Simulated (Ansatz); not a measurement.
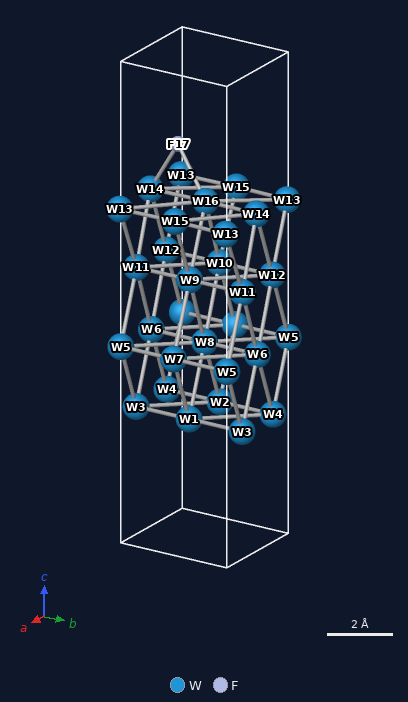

**Figure 1.** The input geometry (ball-and-stick view of the cell of the calculation, with the vacuum cut short, seen slightly off an axis; atoms are numbered from 1 in the order of the input). An atom can appear more than once, as a periodic image. Near neighbours in the periodic cell (some may lie outside the picture): W has 6 W at 2.63 to 2.81 Å; W has 8 W at 2.63 to 2.77 Å; W has 1 F at 2.13 Å and 6 W at 2.66 to 2.81 Å; F has 2 W at 2.13 Å.

# Run report: W₁₆F, nudged elastic band (part 1 of 3)

W₁₆F (slab, 17 atoms in the cell), computed with DFT PBEsol, scalar-relativistic, plane waves, PAW, no spin polarisation (Ansatz 0.2.0).

The input holds or restrains some coordinates. It belongs to a series of runs on one base structure; here: band between the two ends. Figures and captions count atoms from 1; the log counts them from 0 in places.

**Output**
```
Warning: neb: disabling space-group detection — the band's intermediate images generally break the endpoint symmetry, so no spatial operation reduces the k-mesh or symmetrises the density, except that a semilocal band can use its path's symmetry ahead of convergence; time reversal is kept, so that k and −k are solved as one point where they differ and the mesh holds both, and exact exchange and, on two spinor components, a DFT+U term hold to it where the run has them: on two components no moment then forms, and a state that bears one, which a typed moment (crystal.atoms[].spin; refused beside efield: under a hybrid functional) reaches, can lie lower, under hf by electronvolts; crystal.symmetry.detect: false (a key that needs symmetry detection or time reversal refuses this as the deck is read) with time_reversal: false beside it drops time reversal too
Engine: ansatz 0.2.0, x86_64-unknown-linux-gnu
Pseudopotentials: kind: paw
Pseudopotential: W, paw, valence charge 14, recommended cutoff 420 eV (normal), W.paw.azcp
Pseudopotential: F, paw, valence charge 7, recommended cutoff 420 eV (normal), F.paw.azcp
Functional definition: PBEsol
  exchange = pbesol_x
  correlation = pbesol_c
parallel-image band execution: 4 concurrent image workers
NEB image 0
Crystal: 17 atoms, lattice volume = 528.249 Å³
Basis set: ecut = 420 eV, 10351 PW (Γ), exchange–correlation on 90×80×256 points (8 copies of the dense FFT grid, shifted against one another)
Bands: 139, of which v1, the nominal top of the filled ones, is band 116 counted from 1 (115 counted from 0)
Symmetry: 1 space group operations
k-points: 7 of 12 (time reversal used)
Non-local potential: W, projectors of the file, l = 0: 3, l = 1: 2, l = 2: 2, l = 3: 1
Non-local potential: F, projectors of the file, l = 0: 2, l = 1: 2, l = 2: 1
PAW form: soft (Blöchl's): semilocal exchange-correlation on the pseudo side does not see the compensation charge
PAW frozen core: W, regenerated for the run's functional, and the local potential with it (the file was generated under x = pbe(κ = 0.804, μ = 0.2195149727645171), c = pbe(β = 0.06672455060314922))
PAW frozen core: F, regenerated for the run's functional, and the local potential with it (the file was generated under x = pbe(κ = 0.804, μ = 0.2195149727645171), c = pbe(β = 0.06672455060314922))
PAW one-centre angular grid: W, 590 points (default); XC on 64 Gauss nodes
PAW one-centre angular grid: F, 110 points (default); XC on 64 Gauss nodes
Initial density: superposition of atomic densities (neutral atoms: chi_scale 0, normalization atom), corrected by the library's trained network
Initial wavefunctions: pseudopotential atomic-orbital guess
Functional: x = pbesol(κ = 0.804, μ = 0.12345679012345678), c = pbesol(β = 0.046)
SCF iter   1: F=—  HF=-164894.490540 eV  |F-HF|=—  |Δ(HF+E_count)|=         —  Δρ=1.12e-2  dr2=7.61e0  ethr=1.77e-3  ⟨swp⟩=9.4  Hψ=4892  notcnv=0
preconditioner: auto → LDOS  [metal: Δε(μ)=0.101 eV  Ē_g=4.908 eV  σ=0.100 eV  W_gap=0.48  n_scr=114 (ndim 8)  ℏωp=16.2 eV  f_vac=0.433  D(μ)=10.18/eV (n_scr^D=60)  β→1.0]
SCF iter   2: F=—  HF=-164894.281997 eV  |F-HF|=—  |Δ(HF+E_count)|=   2.09e-1  Δρ=7.80e-3  dr2=2.34e0  ethr=1.77e-3  ⟨swp⟩=2.3  Hψ=1343  notcnv=0  defer=99
SCF iter   3: F=—  HF=-164894.141856 eV  |F-HF|=—  |Δ(HF+E_count)|=   1.40e-1  Δρ=1.33e-3  dr2=4.67e-2  ethr=1.01e-3  ⟨swp⟩=2.3  Hψ=1182  notcnv=0  defer=99
SCF iter   4: F=—  HF=-164894.141358 eV  |F-HF|=—  |Δ(HF+E_count)|=   4.98e-4  Δρ=4.95e-4  dr2=4.90e-3  ethr=2.02e-5  ⟨swp⟩=2.1  Hψ=1482  notcnv=0  defer=89
SCF iter   5: F=—  HF=-164894.141026 eV  |F-HF|=—  |Δ(HF+E_count)|=   3.32e-4  Δρ=1.67e-4  dr2=3.32e-4  ethr=2.12e-6  ⟨swp⟩=2.1  Hψ=1220  notcnv=0  defer=89
SCF iter   6: F=—  HF=-164894.141065 eV  |F-HF|=—  |Δ(HF+E_count)|=   3.95e-5  Δρ=8.02e-5  dr2=1.11e-4  ethr=1.44e-7  ⟨swp⟩=3.3  Hψ=1669  notcnv=0  defer=89
SCF iter   7: F=—  HF=-164894.141059 eV  |F-HF|=—  |Δ(HF+E_count)|=   5.72e-6  Δρ=2.75e-5  dr2=9.95e-6  ethr=4.82e-8  ⟨swp⟩=2.0  Hψ=1239  notcnv=0  defer=89
SCF iter   8: F=—  HF=-164894.141645 eV  |F-HF|=—  |Δ(HF+E_count)|=   5.86e-4  Δρ=1.19e-5  dr2=2.03e-6  ethr=4.31e-9  ⟨swp⟩=3.7  Hψ=1932  notcnv=0  defer=89
SCF iter   9: F=—  HF=-164894.141645 eV  |F-HF|=—  |Δ(HF+E_count)|=   2.51e-7  Δρ=4.46e-6  dr2=2.88e-7  ethr=8.81e-10  ⟨swp⟩=2.0  Hψ=1253  notcnv=0  defer=89
SCF iter  10: F=-164894.141645 eV  HF=-164894.141645 eV  |F-HF|=1.07e-8  |Δ(HF+E_count)|=   1.36e-8  Δρ=1.56e-6  dr2=2.28e-8  ethr=4.33e-11  ⟨swp⟩=5.6  Hψ=3381  notcnv=0
SCF 1 converged in 10 iterations: F = -164894.141645 eV  dr2 = 2.28e-8
  greatest PAW one-centre occupation: 1.000 electrons in one spin orbital (limit 2), on the W atom at site 2 (counted from 0), in its partial waves of l = 0
NSCF: frozen V_eff on 7 k-points
NEB image 8
SCF iter   1: F=—  HF=-164894.493670 eV  |F-HF|=—  |Δ(HF+E_count)|=         —  Δρ=1.12e-2  dr2=7.61e0  ethr=1.77e-3  ⟨swp⟩=9.1  Hψ=4824  notcnv=0
SCF iter   2: F=—  HF=-164894.285244 eV  |F-HF|=—  |Δ(HF+E_count)|=   2.08e-1  Δρ=7.86e-3  dr2=2.36e0  ethr=1.77e-3  ⟨swp⟩=2.4  Hψ=1347  notcnv=0  defer=99
SCF iter   3: F=—  HF=-164894.143203 eV  |F-HF|=—  |Δ(HF+E_count)|=   1.42e-1  Δρ=1.38e-3  dr2=5.31e-2  ethr=1.02e-3  ⟨swp⟩=2.4  Hψ=1178  notcnv=0  defer=99
SCF iter   4: F=—  HF=-164894.141353 eV  |F-HF|=—  |Δ(HF+E_count)|=   1.85e-3  Δρ=4.84e-4  dr2=4.59e-3  ethr=2.30e-5  ⟨swp⟩=2.0  Hψ=1464  notcnv=0  defer=89
SCF iter   5: F=—  HF=-164894.141014 eV  |F-HF|=—  |Δ(HF+E_count)|=   3.39e-4  Δρ=1.61e-4  dr2=2.73e-4  ethr=1.99e-6  ⟨swp⟩=2.1  Hψ=1235  notcnv=0  defer=89
SCF iter   6: F=—  HF=-164894.141053 eV  |F-HF|=—  |Δ(HF+E_count)|=   3.95e-5  Δρ=7.81e-5  dr2=1.10e-4  ethr=1.18e-7  ⟨swp⟩=3.1  Hψ=1680  notcnv=0  defer=89
SCF iter   7: F=—  HF=-164894.141046 eV  |F-HF|=—  |Δ(HF+E_count)|=   7.09e-6  Δρ=2.67e-5  dr2=8.29e-6  ethr=4.77e-8  ⟨swp⟩=2.1  Hψ=1242  notcnv=0  defer=89
SCF iter   8: F=—  HF=-164894.141645 eV  |F-HF|=—  |Δ(HF+E_count)|=   5.99e-4  Δρ=1.18e-5  dr2=1.85e-6  ethr=3.59e-9  ⟨swp⟩=3.3  Hψ=1878  notcnv=0  defer=89
SCF iter   9: F=—  HF=-164894.141645 eV  |F-HF|=—  |Δ(HF+E_count)|=   2.95e-7  Δρ=4.35e-6  dr2=2.35e-7  ethr=8.02e-10  ⟨swp⟩=2.1  Hψ=1232  notcnv=0  defer=89
SCF iter  10: F=-164894.141645 eV  HF=-164894.141645 eV  |F-HF|=8.91e-9  |Δ(HF+E_count)|=   1.20e-8  Δρ=1.61e-6  dr2=2.55e-8  ethr=4.33e-11  ⟨swp⟩=5.6  Hψ=3357  notcnv=0
SCF 2 converged in 10 iterations: F = -164894.141645 eV  dr2 = 2.55e-8
  greatest PAW one-centre occupation: 1.000 electrons in one spin orbital (limit 2), on the W atom at site 0 (counted from 0), in its partial waves of l = 0
NSCF: frozen V_eff on 7 k-points
NEB end point (image 0): max|allowed force component| = 1.293e-2 eV/Å (the criterion of neb.relax_end_points is 1.000e-2)
NEB end point (image 8): max|allowed force component| = 1.294e-2 eV/Å (the criterion of neb.relax_end_points is 1.000e-2)
NEB image 1
SCF iter   1: F=—  HF=-164894.288535 eV  |F-HF|=—  |Δ(HF+E_count)|=         —  Δρ=1.11e-2  dr2=6.91e0  ethr=1.77e-3  ⟨swp⟩=9.3  Hψ=4873  notcnv=0
preconditioner: auto → LDOS  [metal: Δε(μ)=0.097 eV  Ē_g=4.918 eV  σ=0.100 eV  W_gap=0.44  n_scr=114 (ndim 8)  ℏωp=16.2 eV  f_vac=0.432  D(μ)=9.73/eV (n_scr^D=60)  β→1.0]
SCF iter   2: F=—  HF=-164894.114728 eV  |F-HF|=—  |Δ(HF+E_count)|=   1.74e-1  Δρ=8.08e-3  dr2=2.72e0  ethr=1.77e-3  ⟨swp⟩=2.4  Hψ=1335  notcnv=0  defer=93
[...]
  greatest PAW one-centre occupation: 1.000 electrons in one spin orbital (limit 2), on the W atom at site 1 (counted from 0), in its partial waves of l = 0
NEB image 2
preconditioner: auto → LDOS  [metal: Δε(μ)=0.076 eV  Ē_g=4.942 eV  σ=0.100 eV  W_gap=0.41  n_scr=114 (ndim 8)  ℏωp=16.2 eV  f_vac=0.432  D(μ)=9.20/eV (n_scr^D=52)  β→1.0]
  greatest PAW one-centre occupation: 1.000 electrons in one spin orbital (limit 2), on the W atom at site 3 (counted from 0), in its partial waves of l = 0
NEB image 3
preconditioner: auto → LDOS  [metal: Δε(μ)=0.049 eV  Ē_g=4.973 eV  σ=0.100 eV  W_gap=0.27  n_scr=114 (ndim 8)  ℏωp=16.2 eV  f_vac=0.433  D(μ)=9.90/eV (n_scr^D=60)  β→1.0]
NEB image 4
preconditioner: auto → LDOS  [metal: Δε(μ)=0.058 eV  Ē_g=4.989 eV  σ=0.100 eV  W_gap=0.29  n_scr=114 (ndim 8)  ℏωp=16.2 eV  f_vac=0.433  D(μ)=10.67/eV (n_scr^D=60)  β→1.0]
NEB image 5
preconditioner: auto → LDOS  [metal: Δε(μ)=0.049 eV  Ē_g=4.973 eV  σ=0.100 eV  W_gap=0.27  n_scr=114 (ndim 8)  ℏωp=16.2 eV  f_vac=0.433  D(μ)=9.91/eV (n_scr^D=60)  β→1.0]
NEB image 6
preconditioner: auto → LDOS  [metal: Δε(μ)=0.075 eV  Ē_g=4.942 eV  σ=0.100 eV  W_gap=0.40  n_scr=114 (ndim 8)  ℏωp=16.2 eV  f_vac=0.432  D(μ)=9.24/eV (n_scr^D=52)  β→1.0]
NEB image 7
preconditioner: auto → LDOS  [metal: Δε(μ)=0.097 eV  Ē_g=4.918 eV  σ=0.100 eV  W_gap=0.44  n_scr=114 (ndim 8)  ℏωp=16.2 eV  f_vac=0.432  D(μ)=9.74/eV (n_scr^D=60)  β→1.0]
NEB iter   1: max|band force component| = 1.421e1 eV/Å  barrier→ = 1.8814 eV  barrier← = 1.8814 eV  Δτ_max = 0.2000 Å  (90 SCF iters)
NEB image 1
Initial density: handed on by an earlier stage of this run
Initial wavefunctions: those handed on with the density
preconditioner: auto → LDOS  [metal: Δε(μ)=0.045 eV  Ē_g=4.892 eV  σ=0.100 eV  W_gap=0.25  n_scr=114 (ndim 8)  ℏωp=16.2 eV  f_vac=0.433  D(μ)=10.22/eV (n_scr^D=60)  β→1.0]
  greatest PAW one-centre occupation: 1.000 electrons in one spin orbital (limit 2), on the W atom at site 15 (counted from 0), in its partial waves of l = 0
NEB image 2
preconditioner: auto → LDOS  [metal: Δε(μ)=0.043 eV  Ē_g=4.942 eV  σ=0.100 eV  W_gap=0.23  n_scr=114 (ndim 8)  ℏωp=16.2 eV  f_vac=0.435  D(μ)=9.59/eV (n_scr^D=52)  β→1.0]
NEB image 3
preconditioner: auto → LDOS  [metal: Δε(μ)=0.023 eV  Ē_g=5.003 eV  σ=0.100 eV  W_gap=0.13  n_scr=114 (ndim 8)  ℏωp=16.2 eV  f_vac=0.438  D(μ)=9.38/eV (n_scr^D=52)  β→1.0]
NEB image 4
preconditioner: auto → LDOS  [metal: Δε(μ)=0.011 eV  Ē_g=5.030 eV  σ=0.100 eV  W_gap=0.06  n_scr=114 (ndim 8)  ℏωp=16.2 eV  f_vac=0.440  D(μ)=9.26/eV (n_scr^D=52)  β→1.0]
NEB image 5
preconditioner: auto → LDOS  [metal: Δε(μ)=0.025 eV  Ē_g=5.003 eV  σ=0.100 eV  W_gap=0.14  n_scr=114 (ndim 8)  ℏωp=16.2 eV  f_vac=0.438  D(μ)=9.35/eV (n_scr^D=52)  β→1.0]
NEB image 6
preconditioner: auto → LDOS  [metal: Δε(μ)=0.043 eV  Ē_g=4.941 eV  σ=0.100 eV  W_gap=0.23  n_scr=114 (ndim 8)  ℏωp=16.2 eV  f_vac=0.435  D(μ)=9.52/eV (n_scr^D=52)  β→1.0]
NEB image 7
preconditioner: auto → LDOS  [metal: Δε(μ)=0.043 eV  Ē_g=4.891 eV  σ=0.100 eV  W_gap=0.24  n_scr=114 (ndim 8)  ℏωp=16.2 eV  f_vac=0.433  D(μ)=10.11/eV (n_scr^D=60)  β→1.0]
NEB iter   2: max|band force component| = 3.732e0 eV/Å  barrier→ = 0.5755 eV  barrier← = 0.5755 eV  Δτ_max = 0.1967 Å  (68 SCF iters)
[... from here on the SCF iterations and repeated set-up lines of each step are left out, up to the last step ...]
NEB image 1
NEB image 2
NEB image 3
NEB image 4
NEB image 5
NEB image 6
NEB image 7
NEB iter   3: max|band force component| = 2.275e0 eV/Å  barrier→ = 0.1647 eV  barrier← = 0.1647 eV  Δτ_max = 0.0585 Å  (68 SCF iters)
NEB image 1
NEB image 2
NEB image 3
NEB image 4
NEB image 5
NEB image 6
NEB image 7
NEB iter   4: max|band force component| = 1.253e0 eV/Å  barrier→ = 0.1401 eV  barrier← = 0.1401 eV  Δτ_max = 0.0345 Å  (59 SCF iters)
NEB image 1
NEB image 2
NEB image 3
NEB image 4
NEB image 5
NEB image 6
NEB image 7
NEB iter   5: max|band force component| = 2.788e-1 eV/Å  barrier→ = 0.1353 eV  barrier← = 0.1353 eV  CI = image 6  Δτ_max = 0.1569 Å  (52 SCF iters)
NEB image 1
NEB image 2
NEB image 3
NEB image 4
NEB image 5
NEB image 6
NEB image 7
NEB iter   6: max|band force component| = 2.462e-1 eV/Å  barrier→ = 0.1449 eV  barrier← = 0.1449 eV  CI = image 6  Δτ_max = 0.0506 Å  (54 SCF iters)
NEB image 1
NEB image 2
NEB image 3
NEB image 4
NEB image 5
NEB image 6
NEB image 7
NEB iter   7: max|band force component| = 6.336e-2 eV/Å  barrier→ = 0.1456 eV  barrier← = 0.1456 eV  CI = image 6  Δτ_max = 0.0160 Å  (47 SCF iters)
NEB image 1
preconditioner: auto → LDOS  [metal: Δε(μ)=0.034 eV  Ē_g=4.857 eV  σ=0.100 eV  W_gap=0.18  n_scr=114 (ndim 8)  ℏωp=16.2 eV  f_vac=0.432  D(μ)=9.20/eV (n_scr^D=52)  β→1.0]
NEB image 2
preconditioner: auto → LDOS  [metal: Δε(μ)=0.069 eV  Ē_g=4.838 eV  σ=0.100 eV  W_gap=0.37  n_scr=114 (ndim 8)  ℏωp=16.2 eV  f_vac=0.431  D(μ)=8.84/eV (n_scr^D=52)  β→1.0]
NEB image 3
preconditioner: auto → LDOS  [metal: Δε(μ)=0.092 eV  Ē_g=4.841 eV  σ=0.100 eV  W_gap=0.47  n_scr=114 (ndim 8)  ℏωp=16.2 eV  f_vac=0.429  D(μ)=8.92/eV (n_scr^D=52)  β→1.0]
NEB image 4
preconditioner: auto → LDOS  [metal: Δε(μ)=0.080 eV  Ē_g=4.840 eV  σ=0.100 eV  W_gap=0.42  n_scr=114 (ndim 8)  ℏωp=16.2 eV  f_vac=0.429  D(μ)=9.01/eV (n_scr^D=52)  β→1.0]
NEB image 5
preconditioner: auto → LDOS  [metal: Δε(μ)=0.084 eV  Ē_g=4.840 eV  σ=0.100 eV  W_gap=0.42  n_scr=114 (ndim 8)  ℏωp=16.2 eV  f_vac=0.430  D(μ)=8.82/eV (n_scr^D=52)  β→1.0]
NEB image 6
preconditioner: auto → LDOS  [metal: Δε(μ)=0.071 eV  Ē_g=4.841 eV  σ=0.100 eV  W_gap=0.38  n_scr=114 (ndim 8)  ℏωp=16.2 eV  f_vac=0.431  D(μ)=9.18/eV (n_scr^D=52)  β→1.0]
NEB image 7
preconditioner: auto → LDOS  [metal: Δε(μ)=0.044 eV  Ē_g=4.867 eV  σ=0.100 eV  W_gap=0.24  n_scr=114 (ndim 8)  ℏωp=16.2 eV  f_vac=0.432  D(μ)=9.11/eV (n_scr^D=52)  β→1.0]
NEB image 1
NSCF: frozen V_eff on 7 k-points
NEB image 2
NSCF: frozen V_eff on 7 k-points
NEB image 3
NSCF: frozen V_eff on 7 k-points
NEB image 4
NSCF: frozen V_eff on 7 k-points
NEB image 5
NSCF: frozen V_eff on 7 k-points
NEB image 7
NSCF: frozen V_eff on 7 k-points
NEB image 6
NSCF: frozen V_eff on 7 k-points
the band table was solved once a step of the walk had ended and its energy, with any forces and stress, was formed, with the checks that follow a solve (4064 applications of the Hamiltonian). They found nothing against the state; the energy, forces and stress were not computed again (output.eigenvalues in the input reference)
```
